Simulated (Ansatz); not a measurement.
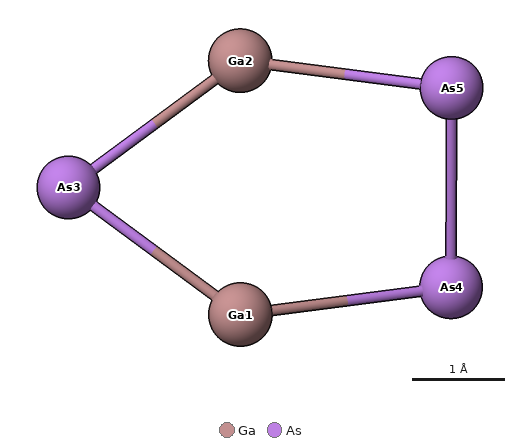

*The starting structure (ball-and-stick view, seen on its broad side; atoms are numbered from 1 in the order of the input). Sticks mark near contacts.*

Bond lengths as drawn: As–As 2.32 Å and As–Ga 2.36 to 2.43 Å.

**Geometry relaxation, with input and output: Ga₂As₃ (charge −1)**

Ga₂As₃, charge −1, multiplicity 3, computed with UKS r2SCAN-D4/def2-SVPD (Ansatz 0.2.0).

The geometry: r2SCAN-D4/def2-SVPD start. Figures and captions count atoms from 1; the log counts them from 0 in places.

## The input
```yaml
crystal:
  periodic: [false, false, false]
  atoms:
    - {symbol: Ga, position_ang: [0.567963, 1.407979, 0.157047]}
    - {symbol: Ga, position_ang: [0.525591, -1.420318, -0.183682]}
    - {symbol: As, position_ang: [2.425948, -0.028808, -0.060122]}
    - {symbol: As, position_ang: [-1.759669, 1.062610, -0.463911]}
    - {symbol: As, position_ang: [-1.759832, -1.021464, 0.550667]}
basis:
  gaussian: {orbitals: def2-SVPD}
total_charge: -1
magnetization: {spin_polarized: true, initial_magnetization: 2}
hamiltonian: {xc: r2scan, dispersion: d4}
scf: {lower_state_search: "off"}
output: {orbitals: {seedname: orbitals}}
relax: {f_tol: 0.02, max_steps: 100}
```

Launched with:
```bash
ansatz run in.yaml --threads 4 --pin off --events-out ev --progress --plain --max-ram 4787MiB
```

## Log
```
Functional definition: r2SCAN
  name "r2SCAN"
  cite "Furness, Kaplan, Ning, Perdew & Sun, J. Phys. Chem. Lett. 11, 8208 (2020) doi:10.1021/acs.jpclett.0c02405"
  cite "Furness, Kaplan, Ning, Perdew & Sun, J. Phys. Chem. Lett. 11, 9248 (2020) doi:10.1021/acs.jpclett.0c03077"
  parent r2scan
  parameter k0 = 0.174
  parameter k1 = 0.065
  parameter a1 = 4.9479
  exchange = r2scan_x(k0 = k0, k1 = k1, a1 = a1)
  correlation = r2scan_c
these checks for a lower state are left out or cut short: stability, starts, cluster_reference, orbital_swaps, neighbouring_geometries, increment
2030 factors; their error is unknown
mean field evaluation 1: about -287245.4764 eV, gradient 2.7e1 eV
mean field evaluation 2: about -287232.5026 eV, gradient 5.1e1 eV
mean field evaluation 4: about -287247.4293 eV, gradient 5.3e0 eV
mean field evaluation 8: about -287247.6196 eV, gradient 2.0e-1 eV
mean field evaluation 16: about -287247.5414 eV, gradient 2.0e-3 eV
mean field -287247.54142794 eV, -10556.1524441000 hartree, gradient 9.7e-6 eV, S^2 2.032289; 0 other end points of the search recorded, 0 dependent functions left out
the calculation of the forces begins
reference -287247.54144868 eV, -10556.1524448624 hartree; 82, 80 occupied and 108, 110 virtual orbitals, 2030 factors
relax step   1: F+E_penalty+E_count = -287247.60982652 eV  Δ(F+E_penalty+E_count) = +0.000e0 eV  max|allowed force component| = 9.826e-1 eV/Å  Δτ_max = 0.0000 Å  (23 SCF iters, accepted)
these checks for a lower state are left out or cut short: stability, starts, cluster_reference, orbital_swaps, neighbouring_geometries, increment
2030 factors; their error is unknown
mean field evaluation 32: about -287247.9110 eV, gradient 6.3e-4 eV
mean field -287247.91100072 eV, -10556.1660256493 hartree, gradient 3.1e-6 eV, S^2 2.025687; 0 other end points of the search recorded, 0 dependent functions left out
[... from here on the field's lines of each further geometry are left out, up to the last ...]
relax step   2: F+E_penalty+E_count = -287247.97859444 eV  Δ(F+E_penalty+E_count) = -3.688e-1 eV  max|allowed force component| = 5.936e-1 eV/Å  Δτ_max = 0.1948 Å  (28 SCF iters, accepted)
relax step   3: F+E_penalty+E_count = -287248.14460053 eV  Δ(F+E_penalty+E_count) = -1.660e-1 eV  max|allowed force component| = 7.130e-1 eV/Å  Δτ_max = 0.1950 Å  (27 SCF iters, accepted)
relax step   4: F+E_penalty+E_count = -287248.17245332 eV  Δ(F+E_penalty+E_count) = -2.785e-2 eV  max|allowed force component| = 3.938e-1 eV/Å  Δτ_max = 0.0707 Å  (25 SCF iters, accepted)
relax step   5: F+E_penalty+E_count = -287248.19814757 eV  Δ(F+E_penalty+E_count) = -2.569e-2 eV  max|allowed force component| = 1.916e-1 eV/Å  Δτ_max = 0.0263 Å  (24 SCF iters, accepted)
relax step   6: F+E_penalty+E_count = -287248.20064812 eV  Δ(F+E_penalty+E_count) = -2.501e-3 eV  max|allowed force component| = 4.279e-2 eV/Å  Δτ_max = 0.0118 Å  (26 SCF iters, accepted)
relax step   7: F+E_penalty+E_count = -287248.20092708 eV  Δ(F+E_penalty+E_count) = -2.790e-4 eV  max|allowed force component| = 3.244e-2 eV/Å  Δτ_max = 0.0086 Å  (25 SCF iters, accepted)
relax step   8: F+E_penalty+E_count = -287248.20170350 eV  Δ(F+E_penalty+E_count) = -7.764e-4 eV  max|allowed force component| = 2.544e-2 eV/Å  Δτ_max = 0.0147 Å  (25 SCF iters, accepted)
relax step   9: F+E_penalty+E_count = -287248.20340671 eV  Δ(F+E_penalty+E_count) = -1.703e-3 eV  max|allowed force component| = 4.479e-2 eV/Å  Δτ_max = 0.0224 Å  (25 SCF iters, accepted)
relax step  10: F+E_penalty+E_count = -287248.20676480 eV  Δ(F+E_penalty+E_count) = -3.358e-3 eV  max|allowed force component| = 2.453e-1 eV/Å  Δτ_max = 0.0569 Å  (25 SCF iters, accepted)
relax step  11: F+E_penalty+E_count = -287248.22388574 eV  Δ(F+E_penalty+E_count) = -1.712e-2 eV  max|allowed force component| = 1.082e-1 eV/Å  Δτ_max = 0.1224 Å  (30 SCF iters, accepted)
relax step  12: F+E_penalty+E_count = -287248.21654784 eV  Δ(F+E_penalty+E_count) = +7.338e-3 eV  max|allowed force component| = 2.566e-1 eV/Å  Δτ_max = 0.1098 Å  (30 SCF iters, rejected (line search))
the calculation of the forces begins
reference -287248.15773185 eV, -10556.1750928513 hartree; 82, 80 occupied and 108, 110 virtual orbitals, 2030 factors
relax step  13: F+E_penalty+E_count = -287248.22537425 eV  Δ(F+E_penalty+E_count) = -1.489e-3 eV  max|allowed force component| = 6.619e-2 eV/Å  Δτ_max = 0.0439 Å  (25 SCF iters, accepted)
these checks for a lower state are left out or cut short: stability, starts, cluster_reference, orbital_swaps, neighbouring_geometries, increment
2030 factors; their error is unknown
mean field -287248.15833239 eV, -10556.1751149205 hartree, gradient 1.2e-6 eV, S^2 2.016758; 0 other end points of the search recorded, 0 dependent functions left out
the calculation of the forces begins
reference -287248.15835209 eV, -10556.1751156444 hartree; 82, 80 occupied and 108, 110 virtual orbitals, 2030 factors
relax step  14: F+E_penalty+E_count = -287248.22600777 eV  Δ(F+E_penalty+E_count) = -6.335e-4 eV  max|allowed force component| = 1.530e-2 eV/Å  Δτ_max = 0.0104 Å  (26 SCF iters, accepted)
```

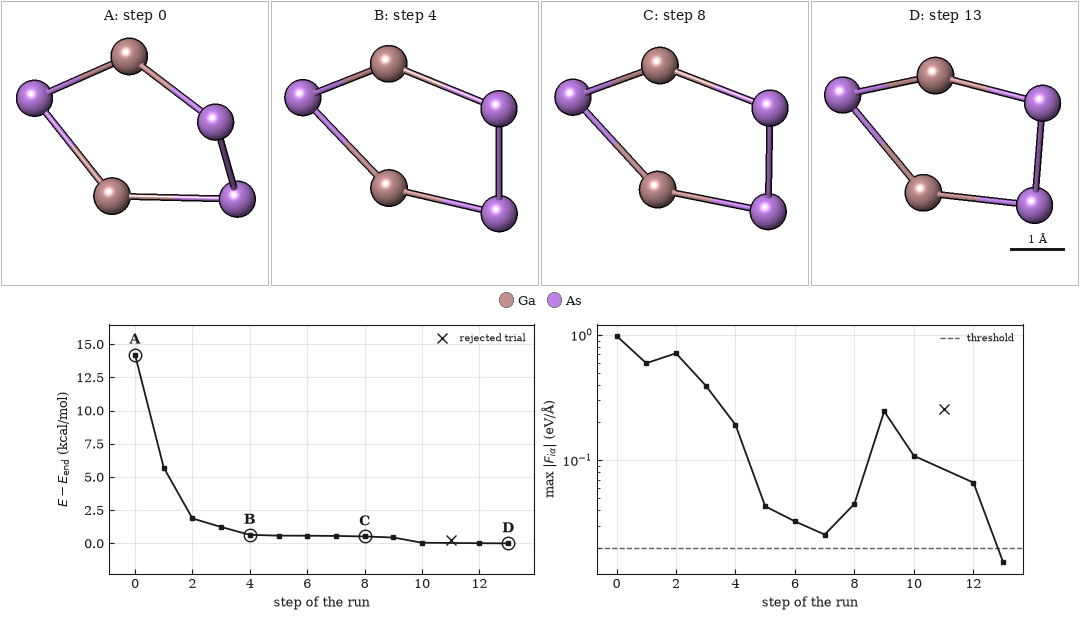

*Frames of the relaxation (ball-and-stick view, seen at a tilt) above the curves, on which the letters mark them (the first geometry is step 0 here and step 1 in the log).*

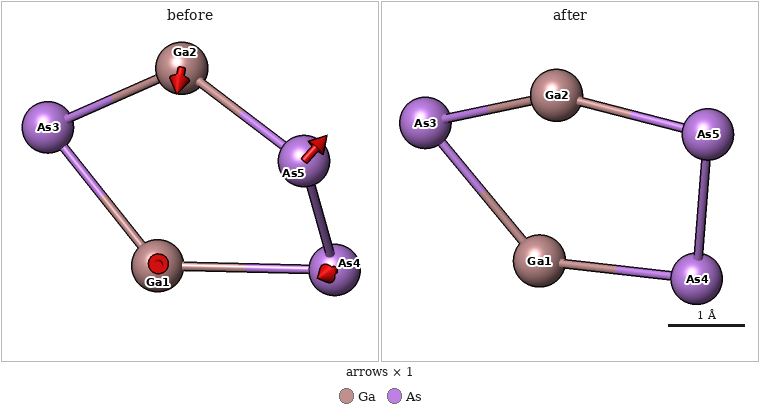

*Before (left) and after (right) the relaxation, at one scale (ball-and-stick view, seen at a tilt). The red arrows give the displacements, at true length.*

After 13 geometry steps the energy has fallen by 14.2 kcal/mol. The largest force component goes from 0.98 to 0.015 eV/Å. The line search rejected the trial step at point 11 (counted from 0) and went back. The atom that moves furthest after the best rigid fit is As5 (0.48 Å). Largest moves by element: As 0.48 Å, Ga 0.41 Å. Distances before and after: Ga2–As5 2.433 → 2.340 Å, As4–As5 2.318 → 2.381 Å, Ga1–As4 2.434 → 2.482 Å, Ga2–As3 2.359 → 2.320 Å. Among the angles that change: As3–Ga2–As5 130.1° → 155.0°, Ga1–As4–As5 90.9° → 107.0°, Ga2–As5–As4 90.9° → 81.4°. (Atoms are counted from 1 in the order of the input.)

```
Total energy: -287248.22602747 eV, -10556.1776026688 hartree
Atom 0 at     0.730037     1.539721    -0.203078 Å, force     0.015299     0.002091    -0.001713 eV/Å
Atom 1 at     0.421172    -1.180835     0.130751 Å, force    -0.004028    -0.012433     0.001325 eV/Å
Atom 2 at     2.461149    -0.090516    -0.053827 Å, force     0.005658     0.013559    -0.001030 eV/Å
Atom 3 at    -1.698879     1.042468    -0.081113 Å, force    -0.006034    -0.000124     0.001086 eV/Å
Atom 4 at    -1.913478    -1.310839     0.207265 Å, force    -0.010895    -0.003093     0.000332 eV/Å
Dipole moment:    -0.022171    -0.089714     0.011453 e Å
Checks for a lower state left out: stability, starts, cluster_reference, orbital_swaps, neighbouring_geometries, increment
```

## Trajectory as extended XYZ (Å, eV, eV/Å), 14 frames, from step=1 to step=14
```
5
Properties=species:S:1:pos:R:3:forces:R:3 step=1 energy=-287247.60983
Ga    0.5680    1.4080    0.1570    0.1375  -0.2350  -0.5911
Ga    0.5256   -1.4203   -0.1837    0.1706   0.2330   0.5836
As    2.4259   -0.0288   -0.0601    0.1574  -0.0025  -0.0037
As   -1.7597    1.0626   -0.4639   -0.2146   0.9826   0.2872
As   -1.7598   -1.0215    0.5507   -0.2509  -0.9780  -0.2760
5
Properties=species:S:1:pos:R:3:forces:R:3 step=2 energy=-287247.97859
Ga    0.6041    1.3738    0.0065   -0.1471   0.0631  -0.4164
Ga    0.5696   -1.3867   -0.0353   -0.1286  -0.0586   0.4226
As    2.5059   -0.0298   -0.0620   -0.3797   0.0039   0.0097
As   -1.8349    1.1667   -0.3175    0.3389  -0.2534   0.5776
As   -1.8446   -1.1239    0.4083    0.3164   0.2451  -0.5936
5
Properties=species:S:1:pos:R:3:forces:R:3 step=3 energy=-287248.14460
Ga    0.6214    1.4101   -0.1624   -0.2709  -0.1636  -0.0357
Ga    0.5940   -1.4231    0.1323   -0.2662   0.1709   0.0487
As    2.4883   -0.0297   -0.0614   -0.2465   0.0024   0.0062
As   -1.8416    1.2202   -0.1301    0.3869  -0.7130   0.1647
As   -1.8622   -1.1776    0.2216    0.3967   0.7033  -0.1839
5
Properties=species:S:1:pos:R:3:forces:R:3 step=4 energy=-287248.17245
Ga    0.5863    1.3711   -0.1793    0.3601   0.2026  -0.0356
Ga    0.5529   -1.3737    0.1498    0.3544  -0.1856   0.0150
As    2.4518   -0.0301   -0.0604    0.0564  -0.0150   0.0003
As   -1.7810    1.2009   -0.0992   -0.3938  -0.3550   0.0557
As   -1.8099   -1.1682    0.1890   -0.3771   0.3530  -0.0354
5
Properties=species:S:1:pos:R:3:forces:R:3 step=5 energy=-287248.19815
Ga    0.6026    1.3913   -0.1836    0.0540   0.0560  -0.0070
Ga    0.5689   -1.3937    0.1533    0.0452  -0.0415   0.0027
As    2.4610   -0.0305   -0.0606   -0.0018  -0.0092   0.0011
As   -1.8019    1.1918   -0.0958   -0.0568  -0.1916   0.0231
As   -1.8306   -1.1589    0.1867   -0.0406   0.1863  -0.0199
5
Properties=species:S:1:pos:R:3:forces:R:3 step=6 energy=-287248.20065
Ga    0.6079    1.4018   -0.1840    0.0035   0.0088  -0.0015
Ga    0.5704   -1.3990    0.1529   -0.0081   0.0065  -0.0002
As    2.4601   -0.0316   -0.0604    0.0020  -0.0072   0.0008
As   -1.8038    1.1822   -0.0951   -0.0036  -0.0428   0.0057
As   -1.8347   -1.1535    0.1866    0.0062   0.0347  -0.0048
5
Properties=species:S:1:pos:R:3:forces:R:3 step=7 energy=-287248.20093
Ga    0.6126    1.4078   -0.1849    0.0108   0.0172  -0.0025
Ga    0.5654   -1.3921    0.1522   -0.0106   0.0097  -0.0007
As    2.4599   -0.0335   -0.0602    0.0048  -0.0128   0.0014
As   -1.7995    1.1762   -0.0943   -0.0113  -0.0324   0.0044
As   -1.8383   -1.1584    0.1872    0.0064   0.0184  -0.0026
5
Properties=species:S:1:pos:R:3:forces:R:3 step=8 energy=-287248.20170
Ga    0.6208    1.4187   -0.1865    0.0208   0.0254  -0.0033
Ga    0.5567   -1.3803    0.1511   -0.0169   0.0189  -0.0019
As    2.4600   -0.0370   -0.0597    0.0016  -0.0203   0.0023
As   -1.7926    1.1652   -0.0929   -0.0165  -0.0044   0.0007
As   -1.8449   -1.1666    0.1881    0.0110  -0.0197   0.0023
5
Properties=species:S:1:pos:R:3:forces:R:3 step=9 energy=-287248.20341
Ga    0.6324    1.4331   -0.1886    0.0313   0.0448  -0.0058
Ga    0.5438   -1.3621    0.1493   -0.0272   0.0245  -0.0024
As    2.4591   -0.0419   -0.0591    0.0151  -0.0320   0.0033
As   -1.7817    1.1511   -0.0915   -0.0308  -0.0006   0.0005
As   -1.8535   -1.1802    0.1899    0.0116  -0.0367   0.0044
5
Properties=species:S:1:pos:R:3:forces:R:3 step=10 energy=-287248.20677
Ga    0.6542    1.4853   -0.1946    0.2070  -0.1456   0.0107
Ga    0.5105   -1.3202    0.1448    0.0860   0.1492  -0.0196
As    2.4697   -0.0701   -0.0563   -0.2453   0.0736  -0.0019
As   -1.7682    1.1216   -0.0890    0.0135  -0.0622   0.0084
As   -1.8662   -1.2167    0.1951   -0.0613  -0.0150   0.0024
5
Properties=species:S:1:pos:R:3:forces:R:3 step=11 energy=-287248.22389
Ga    0.7119    1.5315   -0.2022    0.0453  -0.0229   0.0015
Ga    0.4459   -1.2168    0.1342   -0.0959   0.0008   0.0025
As    2.4528   -0.0871   -0.0536    0.1082   0.0518  -0.0090
As   -1.7104    1.0618   -0.0827   -0.0391  -0.0429   0.0063
As   -1.9002   -1.2893    0.2043   -0.0186   0.0133  -0.0012
5
Properties=species:S:1:pos:R:3:forces:R:3 step=12 energy=-287248.21655 accepted=F
Ga    0.7590    1.5823   -0.2092    0.0429  -0.2566   0.0289
Ga    0.3864   -1.1250    0.1242   -0.0646  -0.0381   0.0073
As    2.4654   -0.1126   -0.0508   -0.0712   0.1817  -0.0201
As   -1.6772    1.0047   -0.0770    0.0146   0.1464  -0.0171
As   -1.9336   -1.3493    0.2127    0.0783  -0.0334   0.0010
5
Properties=species:S:1:pos:R:3:forces:R:3 step=13 energy=-287248.22537
Ga    0.7303    1.5341   -0.2032   -0.0251   0.0330  -0.0028
Ga    0.4251   -1.1783    0.1300   -0.0430  -0.0484   0.0072
As    2.4662   -0.0924   -0.0531   -0.0124   0.0205  -0.0025
As   -1.7089    1.0451   -0.0805    0.0662   0.0015  -0.0023
As   -1.9128   -1.3084    0.2068    0.0143  -0.0065   0.0005
5
Properties=species:S:1:pos:R:3:forces:R:3 step=14 energy=-287248.22601
Ga    0.7300    1.5397   -0.2031    0.0153   0.0021  -0.0017
Ga    0.4212   -1.1808    0.1308   -0.0040  -0.0124   0.0013
As    2.4611   -0.0905   -0.0538    0.0057   0.0136  -0.0010
As   -1.6989    1.0425   -0.0811   -0.0060  -0.0001   0.0011
As   -1.9135   -1.3108    0.2073   -0.0109  -0.0031   0.0003
```

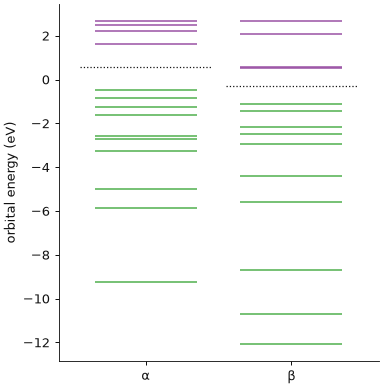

*Orbital energies near the frontier for α and β spins; the dotted line parts filled from empty levels, and levels within 0.02 eV of each other stand side by side.*

α: highest filled −0.46 eV, lowest empty 1.61 eV, 2.07 eV apart; β: highest filled −1.11 eV, lowest empty 0.51 eV, 1.62 eV apart.

## Results in brief

| quantity | value |
| --- | --- |
| outcome | converged |
| total energy | −287248.2260 eV |
| mean-field energy | −287248.1584 eV |
| dispersion energy | −0.0677 eV |
| ⟨S²⟩ | 2.017 |
| HOMO (either spin) | −0.46 eV |
| LUMO (either spin) | 0.51 eV |
| largest force (length of the vector) at the end | 0.016 eV/Å |
| hardware | 4 threads of Arm Neoverse V2, 23 GiB of memory available, shared host |
| wall time | 2.5 min (CPU time 9.7 min) |
| peak memory | 0.45 GiB |
